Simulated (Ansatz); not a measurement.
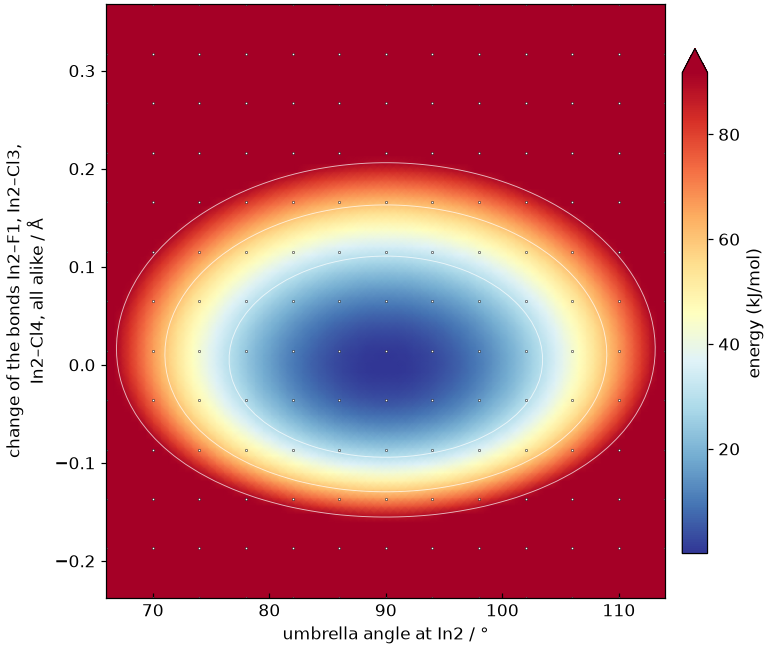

Cl₂FIn, SMILES [F][In]([Cl])[Cl]. 
- First axis: umbrella angle at In2 (between each of its bonds and their common axis; 90 is planar). Second axis: change of the bonds In2–F1, In2–Cl3, In2–Cl4, all alike.
- Nothing is relaxed (all other coordinates rigid).
- The scan uses a 13 × 13 grid; 91 points were computed and 78 follow by symmetry.
- Points are written as (first, second).
- All energies are given in kJ/mol relative to the relaxed molecule at the same level.
- The calculation used Ansatz 0.2.0, RKS BHLYP-D4/def2-TZVP.

In the figure: a smooth colour map with a few white contour lines, dots at the grid points, one colour for all values above the top of the scale. Between grid points the surface is interpolated.

### Estimate the position of the minimum and the force constants in these coordinates.

The interpolated minimum is at the first coordinate ≈ 90.0°, the second coordinate ≈ 0.000 Å. The curvatures there are about 11 eV/rad² and 60 eV/Å², with a cross term of about 0 eV/(rad·Å). Round the minimum the two coordinates are nearly uncoupled. (1 eV is 96.5 kJ/mol.)
